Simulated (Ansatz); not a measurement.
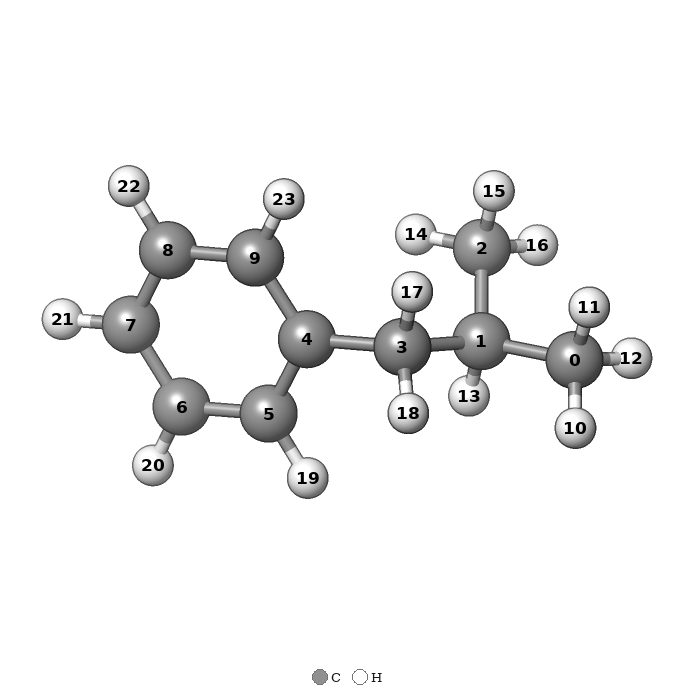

The structure as it stands in the input. Atoms are numbered from 0, in the order of the input.

The calculation was set up as follows.

```yaml
crystal:
  periodic: [false, false, false]
  atoms:
    - {symbol: C, position_ang: [2.304718, -0.188942, 2.120110]}
    - {symbol: C, position_ang: [1.419497, 0.157733, 0.933229]}
    - {symbol: C, position_ang: [1.061691, 1.635388, 0.931280]}
    - {symbol: C, position_ang: [0.167641, -0.728155, 0.928254]}
    - {symbol: C, position_ang: [-0.692658, -0.553789, -0.287646]}
    - {symbol: C, position_ang: [-0.298770, -1.088733, -1.512023]}
    - {symbol: C, position_ang: [-1.066141, -0.907147, -2.651060]}
    - {symbol: C, position_ang: [-2.248758, -0.183925, -2.586176]}
    - {symbol: C, position_ang: [-2.655150, 0.351029, -1.373856]}
    - {symbol: C, position_ang: [-1.882000, 0.165587, -0.236964]}
    - {symbol: H, position_ang: [2.594847, -1.242928, 2.109041]}
    - {symbol: H, position_ang: [1.780906, 0.002363, 3.062280]}
    - {symbol: H, position_ang: [3.217539, 0.411974, 2.121881]}
    - {symbol: H, position_ang: [1.977406, -0.058185, 0.012928]}
    - {symbol: H, position_ang: [0.447651, 1.899822, 0.068127]}
    - {symbol: H, position_ang: [0.500377, 1.897039, 1.834641]}
    - {symbol: H, position_ang: [1.961405, 2.255248, 0.909347]}
    - {symbol: H, position_ang: [-0.418948, -0.512363, 1.828339]}
    - {symbol: H, position_ang: [0.481911, -1.774856, 1.002953]}
    - {symbol: H, position_ang: [0.622346, -1.660673, -1.570506]}
    - {symbol: H, position_ang: [-0.742813, -1.335427, -3.593289]}
    - {symbol: H, position_ang: [-2.851886, -0.042633, -3.475631]}
    - {symbol: H, position_ang: [-3.579572, 0.914232, -1.310978]}
    - {symbol: H, position_ang: [-2.206336, 0.586738, 0.709321]}
basis:
  gaussian: {orbitals: cc-pVDZ, final_grid: {core_spheres: 8, valence_spheres: 7, degree: 23}}
hamiltonian: {xc: {name: CAM-B3LYP}, dispersion: d4}
scf: {lower_state_search: light}
output: {forces: true}
```

Command:

```sh
ansatz run in.yaml --threads 4 --pin off --events-out ev --progress --plain --max-ram 66560MiB --backend cpu
```

Output:

```
Functional definition: CAM-B3LYP
  name "CAM-B3LYP"
  cite "Yanai, Tew & Handy, Chem. Phys. Lett. 393, 51 (2004) doi:10.1016/j.cplett.2004.06.011"
  cite "Iikura, Tsuneda, Yanai & Hirao, J. Chem. Phys. 115, 3540 (2001) doi:10.1063/1.1383587"
  cite "Becke, Phys. Rev. A 38, 3098 (1988) doi:10.1103/PhysRevA.38.3098"
  cite "Lee, Yang & Parr, Phys. Rev. B 37, 785 (1988) doi:10.1103/PhysRevB.37.785"
  cite "Vosko, Wilk & Nusair, Can. J. Phys. 58, 1200 (1980) doi:10.1139/p80-159"
  parameter alpha = 0.19
  parameter beta = 0.46
  parameter omega = 0.33/bohr
  parameter ac = 0.81
  # Exact exchange under (alpha + beta erf(omega r))/r, Becke's under what is left of 1/r.
  exchange = (1 - alpha - beta)*b88_x + beta*b88_x_sr(omega) + alpha*exact_x + beta*exact_x_lr(omega)
  correlation = (1 - ac)*vwn5_c + ac*lyp_c
1918 factors; integrals over basis functions are off by at most 1.1e-3 eV
749 factors; integrals over basis functions are off by at most 7.2e-6 eV
mean field evaluation 1: about -10583.2885 eV, gradient 5.9e1 eV
mean field evaluation 2: about -10586.2525 eV, gradient 5.0e1 eV
mean field evaluation 4: about -10592.3630 eV, gradient 2.2e0 eV
mean field evaluation 8: about -10592.8025 eV, gradient 2.2e-1 eV
mean field evaluation 16: about -10592.8026 eV, gradient 1.0e-4 eV
mean field -10592.80258120 eV, -389.2783147995 hartree, gradient 4.6e-5 eV, S^2 0.000000; 0 other end points of the search recorded, 0 dependent functions left out
the calculation of the forces begins
reference -10592.80281556 eV, -389.2783234122 hartree; 37, 37 occupied and 173, 173 virtual orbitals, 1918 factors
Total energy: -10593.37520778 eV, -389.2993584383 hartree
Atom 0 at     2.304718    -0.188942     2.120110 Å, force    -0.057496     0.035448    -0.114430 eV/Å
Atom 1 at     1.419497     0.157733     0.933229 Å, force    -0.089954    -0.009351     0.091922 eV/Å
Atom 2 at     1.061691     1.635388     0.931280 Å, force     0.032353    -0.116334    -0.013991 eV/Å
Atom 3 at     0.167641    -0.728155     0.928254 Å, force     0.084914     0.074851    -0.040027 eV/Å
Atom 4 at    -0.692658    -0.553789    -0.287646 Å, force     0.007532    -0.015937     0.023690 eV/Å
Atom 5 at    -0.298770    -1.088733    -1.512023 Å, force     0.009176    -0.009433     0.006899 eV/Å
Atom 6 at    -1.066141    -0.907147    -2.651060 Å, force     0.002401     0.002027    -0.007968 eV/Å
Atom 7 at    -2.248758    -0.183925    -2.586176 Å, force    -0.008153    -0.000631    -0.008256 eV/Å
Atom 8 at    -2.655150     0.351029    -1.373856 Å, force    -0.002675    -0.001259    -0.003539 eV/Å
Atom 9 at    -1.882000     0.165587    -0.236964 Å, force    -0.007680     0.002144     0.018591 eV/Å
Atom 10 at     2.594847    -1.242928     2.109041 Å, force     0.070869    -0.258072     0.003455 eV/Å
Atom 11 at     1.780906     0.002363     3.062280 Å, force    -0.125412     0.042781     0.239123 eV/Å
Atom 12 at     3.217539     0.411974     2.121881 Å, force     0.232733     0.144034     0.006570 eV/Å
Atom 13 at     1.977406    -0.058185     0.012928 Å, force     0.141841    -0.048754    -0.202893 eV/Å
Atom 14 at     0.447651     1.899822     0.068127 Å, force    -0.144492     0.075428    -0.206616 eV/Å
Atom 15 at     0.500377     1.897039     1.834641 Å, force    -0.140956     0.076382     0.226866 eV/Å
Atom 16 at     1.961405     2.255248     0.909347 Å, force     0.224225     0.163174    -0.005899 eV/Å
Atom 17 at    -0.418948    -0.512363     1.828339 Å, force    -0.131215     0.036706     0.199043 eV/Å
Atom 18 at     0.481911    -1.774856     1.002953 Å, force     0.062218    -0.228079     0.020453 eV/Å
Atom 19 at     0.622346    -1.660673    -1.570506 Å, force     0.218313    -0.137834    -0.015217 eV/Å
Atom 20 at    -0.742813    -1.335427    -3.593289 Å, force     0.082039    -0.106747    -0.234947 eV/Å
Atom 21 at    -2.851886    -0.042633    -3.475631 Å, force    -0.152864     0.037014    -0.224110 eV/Å
Atom 22 at    -3.579572     0.914232    -1.310978 Å, force    -0.230395     0.141489     0.017150 eV/Å
Atom 23 at    -2.206336     0.586738     0.709321 Å, force    -0.077325     0.100954     0.224133 eV/Å
Dipole moment:     0.054784     0.001578     0.024110 e Å
```

The run converged.
